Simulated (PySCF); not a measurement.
# One shape, several levels: BH2 (boron dihydride)

We compute a comparison of 6 runs (U-r2SCAN/cc-pVDZ, UPBE/cc-pVDZ, NEVPT2(3,3)/cc-pVDZ, NEVPT2(5,6)/cc-pVDZ, UCISD/cc-pVDZ, ROCCSD(T)/cc-pVDZ) of BH2 (boron dihydride). 

Program for the calculation: PySCF 2.14.0.

4 further runs of the same task are left out: 4 set aside as unsound or not needed.

## (1) The molecule

BH2 has 3 atoms, charge 0, and is taken as a doublet. SMILES: `[BH2]`. The B1–H2 distance was set to 2.550 Å, away from the relaxed value. At this shape a bond of the SMILES string is far longer than usual.

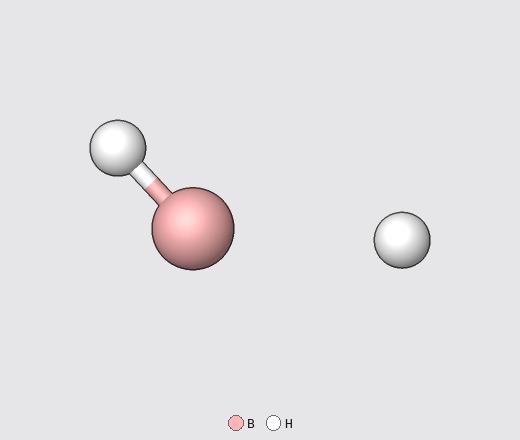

Viewed from a chosen angle; boron pink, hydrogen white.

## (2) The energy at U-r2SCAN/cc-pVDZ (run 1)

calc.py

```python
from pyscf import gto, dft

mol = gto.M(
    atom='''
B      0.457735    -2.925532    -0.057017
H      0.529161     1.861985     0.493181
H     -1.064817    -4.159259    -1.036405
''',
    basis='cc-pvdz',
    unit='bohr',
    verbose=4,
    spin=1,
    charge=0,
    max_memory=1860,
)

mf = dft.UKS(mol, xc='r2scan')
mf.grids.level = 5
mf.conv_tol = 1e-10
mf.kernel()
if not mf.converged:
    mf = mf.newton().run(mf.mo_coeff, mf.mo_occ)

e_tot = mf.e_tot
print('E = %.10f Eh' % e_tot)
```

The run is started by

```bash
$ OMP_NUM_THREADS=1 python calc.py
```

Log:

```text
PySCF version 2.14.0

[... 104 lines left out ...]
converged SCF energy = -25.7749985734337  <S^2> = 1.0611012  2S+1 = 2.2900665
E = -25.7749985734 Eh
```

Wall time 4.8 s (1 thread of Arm Neoverse V1, shared host); peak memory 0.21 GiB.

## (3) A single-point energy at UPBE/cc-pVDZ (run 2)

job.py

```python
from pyscf import gto, dft

molecule = gto.M(
    atom='''
B      0.457735    -2.925532    -0.057017
H      0.529161     1.861985     0.493181
H     -1.064817    -4.159259    -1.036405
''',
    spin=1,
    unit='bohr',
    verbose=4,
    basis='cc-pvdz',
    max_memory=1860,
)

calc0 = dft.UKS(molecule, xc='pbe')
calc0.grids.level = 5
calc0.conv_tol = 1e-10
calc0.kernel()
if not calc0.converged:
    calc0 = calc0.newton().run(calc0.mo_coeff, calc0.mo_occ)

e_tot = calc0.e_tot
print('E = %.10f Eh' % e_tot)
```

The run is started by

```bash
$ OMP_NUM_THREADS=1 python job.py
```

Log:

```text
PySCF version 2.14.0

[... 100 lines left out ...]
converged SCF energy = -25.741630019998  <S^2> = 0.93768086  2S+1 = 2.1796154
E = -25.7416300200 Eh
```

Run time: 2.8 s. Hardware: 1 thread of Arm Neoverse V1, shared host; peak memory 0.19 GiB.

Run 3 isn't shown in full; the table further down has it.

## (4) The energy at NEVPT2(5,6)/cc-pVDZ (run 4)

job.py

```python
import numpy
from pyscf import gto, scf, mp, mcscf, mrpt

mol = gto.M(
    atom='''
B    0.242223  -1.548125  -0.030172
H    0.280020   0.985320   0.260980
H   -0.563477  -2.200985  -0.548442
''',
    verbose=3,
    spin=1,
    basis='cc-pvdz',
    max_memory=1860,
)

mf = mol.ROHF()
mf.conv_tol = 1e-10
mf.kernel()
if not mf.converged:
    mf = mf.newton().run(mf.mo_coeff, mf.mo_occ)

pt = mp.MP2(scf.addons.convert_to_uhf(mf)).run()
noons, natorbs = mcscf.addons.make_natural_orbitals(pt)
print('natural occupations', numpy.round(noons[:40], 4))
cas = mcscf.CASSCF(mf, 6, 5)
cas.fix_spin_(ss=0.75)
cas.natorb = True
cas.kernel(natorbs)
e_pt2 = mrpt.NEVPT(cas).kernel()
e_final = cas.e_tot + e_pt2
print('E(%s) = %.9f' % ('NEVPT2', e_final))
```

The run is started by

```bash
$ OMP_NUM_THREADS=1 python job.py
```

Log:

```text
converged SCF energy = -25.6185834656986
E(UMP2) = -25.6807214568998  E_corr = -0.0621379912012017
E(SCS-UMP2) = -25.6893920851676  E_corr = -0.0708086194689607
natural occupations [1.9999e+00 1.9779e+00 1.9610e+00 9.9950e-01 1.5100e-02 1.4400e-02
 9.7000e-03 5.4000e-03 4.2000e-03 4.2000e-03 3.8000e-03 1.3000e-03
 6.0000e-04 6.0000e-04 5.0000e-04 4.0000e-04 4.0000e-04 4.0000e-04
 2.0000e-04 2.0000e-04 1.0000e-04 1.0000e-04 1.0000e-04 1.0000e-04]
CASSCF energy = -25.6734669250193
CASCI E = -25.6734669250193  E(CI) = -5.83720248161578  S^2 = 0.7500000
Sr    (-1)',   E = -0.01216772501104
Si    (+1)',   E = -0.00006062364443
Sijrs (0)  ,   E = -0.00013111392017
Sijr  (+1) ,   E = -0.00017123871573
Srsi  (-1) ,   E = -0.00026515249258
Srs   (-2) ,   E = -0.01455027168437
Sij   (+2) ,   E = -0.00005800748455
Sir   (0)' ,   E = -0.00041598072810
Nevpt2 Energy = -0.027820113680962
E(NEVPT2) = -25.701287039
```

It took 1.4 s on 1 thread of Arm Neoverse V1, shared host; peak memory 0.12 GiB.

Run 5 isn't shown in full; the table further down has it.

## (5) A single-point energy at ROCCSD(T)/cc-pVDZ (run 6)

input.py

```python
from pyscf import gto, scf, cc

mol = gto.M(
    atom='''
B    0.242223  -1.548125  -0.030172
H    0.280020   0.985320   0.260980
H   -0.563477  -2.200985  -0.548442
''',
    basis='cc-pvdz',
    verbose=3,
    max_memory=1860,
    charge=0,
    spin=1,
)

mf = scf.ROHF(mol)
mf.conv_tol = 1e-10
mf.kernel()
if not mf.converged:
    mf = mf.newton().run(mf.mo_coeff, mf.mo_occ)

mycc = cc.CCSD(mf, frozen=1)
mycc.kernel()
e_t = mycc.ccsd_t()
e_final = mycc.e_tot + e_t
print(f'total energy: {e_final:.8f} hartree')
```

The run is started by

```bash
$ OMP_NUM_THREADS=1 python input.py
```

Log:

```text
converged SCF energy = -25.6185834656986

WARN: RCCSD method does not support ROHF method. ROHF object is converted to UHF object and UCCSD method is called.

E(UCCSD) = -25.71146587116485  E_corr = -0.09288240546625111
UCCSD(T) correction = -0.00186099139659585
total energy: -25.71332686 hartree
```

Wall time 1.1 s (1 thread of Arm Neoverse V1, shared host); peak memory 0.13 GiB.

## (6) Overview of the runs

```csv
run,level,integration grid,active selection,energy (Eh),dipole moment (D) of the reference,⟨S²⟩,wall time
1,U-r2SCAN/cc-pVDZ,5,–,-25.774999,1.71,1.061,4.8 s
2,UPBE/cc-pVDZ,5,–,-25.741630,1.72,0.938,2.8 s
3,"NEVPT2(3,3)/cc-pVDZ",–,mp2 natural orbitals,-25.686187,1.92,–,0.86 s
4,"NEVPT2(5,6)/cc-pVDZ",–,mp2 natural orbitals,-25.701287,1.92,–,1.4 s
5,UCISD/cc-pVDZ,–,–,-25.707556,1.41,1.208,0.99 s
6,ROCCSD(T)/cc-pVDZ,–,–,-25.713327,1.92,0.750,1.1 s
```

## (7) Outcome

| quantity | value |
| --- | --- |
| run 6: total energy | -25.71333 Eh |
| run 6: dipole moment (Hartree–Fock density) | 1.92 D |
| run 6: correlation energy (1 core orbital frozen) | -94.7 mEh |
| run 6: (T) correction | -1.86 mEh |
| run 6: ⟨S²⟩ of the reference determinant | 0.750 |
| run 6: T1 diagnostic | 0.081 |

**Reading.** Totals of different functionals can't be ranked against each other. In run 6 the T1 diagnostic is large, so a single reference may not serve. Spin contamination of the reference: run 5 ⟨S²⟩ = 1.21, run 1 ⟨S²⟩ = 1.06, run 2 ⟨S²⟩ = 0.94. All runs together took 12 s, the longest 4.8 s.
